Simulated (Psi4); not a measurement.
# SOF2 (SMILES O=S(F)F): HF/3-21G

What is the vertical ionisation energy of SOF2 at HF/3-21G? 

The results are computed with Psi4 1.11.

## Step 1: Starting point

SOF2: 4 atoms, total charge 0, spin state singlet. As SMILES, `O=S(F)F`. The coordinates come from a PBE0-D4/def2-TZVP relaxation.

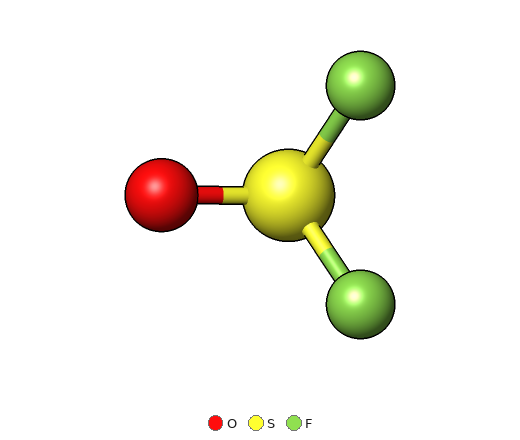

The structure, seen from a chosen angle (oxygen red, sulfur yellow, fluorine green).

## Step 2: The energy at HF/3-21G

File f2os.in:

```
memory 1600 mb

molecule m {
  0 1
  O      1.76198064     0.12585576    -1.92336325
  S     -0.28591556    -0.80540127    -0.46430571
  F     -2.12480805     1.51971775     0.00075589
  F      0.64874298    -0.84017224     2.38691307
  units au
  symmetry c1
  no_reorient
  no_com
}

set basis 3-21G
set puream true
set e_convergence 1e-09
set d_convergence 1e-08
set scf_type pk

e, wfn = energy("hf", return_wfn=True)
oeprop(wfn, "QUADRUPOLE", "MAYER_INDICES", "DIPOLE", title="HF")
```

Started as:

```console
$ psi4 -i f2os.in -o f2os.out -n 1
```

f2os.out:

```text
[...]
  Running in c1 symmetry.
[...]
  Nuclear repulsion =  193.929517276310008
[...]
  Multiplicity = 1
[...]
  Nalpha       = 21
  Nbeta        = 21
[...]
    Number of basis functions: 40
[...]
   @RHF iter   1:  -667.48710542105300   -2.83090e-02   1.35803e-02 ADIIS/DIIS
[...]
   @RHF iter  12:  -667.63299169504228   -2.04636e-12   6.48504e-09 DIIS
[...]
    Orbital Energies [Eh]
    ---------------------
    Doubly Occupied:
       1A    -91.622155     2A    -26.219907     3A    -26.218942
       4A    -20.493449     5A     -9.206828     6A     -6.880630
       7A     -6.877621     8A     -6.875152     9A     -1.712655
      10A     -1.638711    11A     -1.476655    12A     -0.975300
      13A     -0.791150    14A     -0.781225    15A     -0.743510
      16A     -0.693692    17A     -0.672023    18A     -0.661145
      19A     -0.588707    20A     -0.528761    21A     -0.479604
[...]
  @RHF Final Energy:  -667.63299169504228
   => Energetics <=
    Nuclear Repulsion Energy =            193.9295172763100084
    One-Electron Energy =               -1310.8493681435902545
    Two-Electron Energy =                 449.2868591722379961
    Total Energy =                       -667.6329916950422785
[...]
 Multipole Moments:
 ------------------------------------------------------------------------------------
     Multipole            Electronic (a.u.)      Nuclear  (a.u.)        Total (a.u.)
 ------------------------------------------------------------------------------------
 L = 1.  Multiply by 2.5417464519 to convert [e a0] to [Debye]
 Dipole X            :          3.0470001           -3.7633895           -0.7163893
 Dipole Y            :          4.8684461           -5.7636646           -0.8952185
 Dipole Z            :          1.2738706           -1.3267767           -0.0529062
 Magnitude           :                                                    1.1477931
 L = 2.  Multiply by 1.3450342976 to convert [e a0^2] to [Debye ang]
 Quadrupole XX       :        -92.7955474           70.5656599          -22.2298876
 Quadrupole XY       :         29.3136671          -28.5090078            0.8046593
[...]
```

It took 2.3 s on 1 thread of Intel Xeon Platinum 8259CL at 2.50GHz (Skylake/Cascade Lake), shared host; peak memory 0.18 GiB.

## Step 3: The doublet cation at the same level

File input.inp:

```
memory 1.6 GB

molecule system {
  1 2
  O
  S 1 r2
  F 2 r3 1 a3
  F 2 r4 1 a4 3 d4

  r2 = 1.418942
  r3 = 1.587883
  a3 = 106.45498
  r4 = 1.587906
  a4 = 106.44924
  d4 = -98.30188
  symmetry c1
}

set basis 3-21G
set reference uhf
set puream true
set e_convergence 1e-09
set d_convergence 1e-08
set scf_type pk
set maxiter 100

result = energy('hf')
print_variables()
```

Started as:

```console
$ psi4 -n 1 input.inp input.out
```

input.out:

```text
[...]
  Running in c1 symmetry.
[...]
  Nuclear repulsion =  193.929513181049799
[...]
  Multiplicity = 2
[...]
  Nalpha       = 21
  Nbeta        = 20
[...]
    Number of basis functions: 40
[...]
   @UHF iter   1:  -666.94658203980350    5.12214e-01   1.48078e-02 ADIIS/DIIS
[...]
   @UHF iter  22:  -667.23029772003997   -9.09495e-13   8.84789e-09 DIIS
[...]
   @S^2 Observed:                7.730619775E-01
[...]
    Orbital Energies [Eh]
    ---------------------
    Alpha Occupied:
       1A    -91.948531     2A    -26.548227     3A    -26.547257
       4A    -20.966831     5A     -9.536012     6A     -7.211137
       7A     -7.204356     8A     -7.201588     9A     -2.038901
      10A     -1.947481    11A     -1.912023    12A     -1.307900
      13A     -1.140078    14A     -1.107716    15A     -1.089142
      16A     -1.027856    17A     -0.999905    18A     -0.977067
      19A     -0.962112    20A     -0.944664    21A     -0.853520
    Alpha Virtual:
      22A     -0.191067    23A     -0.132555    24A     -0.053354
      25A      0.238367    26A      0.326447    27A      0.330151
[...]
  @UHF Final Energy:  -667.23029772003997
   => Energetics <=
    Nuclear Repulsion Energy =            193.9295131810497992
    One-Electron Energy =               -1296.7947409502487517
    Two-Electron Energy =                 435.6349300491590384
    Total Energy =                       -667.2302977200399710
  UHF NO Occupations:
  HONO-2 :   19  A 1.9980588
  HONO-1 :   20  A 1.9912879
[...]
 Multipole Moments:
 ------------------------------------------------------------------------------------
     Multipole            Electronic (a.u.)      Nuclear  (a.u.)        Total (a.u.)
 ------------------------------------------------------------------------------------
 L = 1.  Multiply by 2.5417464519 to convert [e a0] to [Debye]
 Dipole X            :         -0.0042921            0.8036247            0.7993326
 Dipole Y            :         -0.0037510            0.6948361            0.6910852
 Dipole Z            :          0.9568573           -0.9763481           -0.0194908
 Magnitude           :                                                    1.0568402
[...]
```

Run time: 2.4 s. Hardware: 1 thread of Intel Xeon Platinum 8259CL at 2.50GHz (Skylake/Cascade Lake), shared host; peak memory 0.18 GiB.

## Step 4: Outcome

At HF/3-21G:

| quantity | value |
| --- | --- |
| singlet SOF2: total energy | -667.63299 Eh |
| singlet SOF2: dipole moment | 2.92 D |
| singlet SOF2: HOMO energy | -13.05 eV |
| singlet SOF2: LUMO energy | 3.30 eV |
| singlet SOF2: HOMO–LUMO gap | 16.35 eV |
| doublet cation: total energy | -667.23030 Eh |
| doublet cation: HOMO energy (highest over α and β) | -23.23 eV |
| doublet cation: LUMO energy (lowest over α and β) | -9.00 eV |
| doublet cation: ⟨S²⟩ | 0.773 |
| vertical ionisation energy (to the doublet cation) | 10.958 eV |

What this shows: Removing an electron at fixed nuclei costs 10.96 eV (253 kcal/mol). The negative HOMO energy of the first species, 13.05 eV, lies 2.09 eV above that difference.
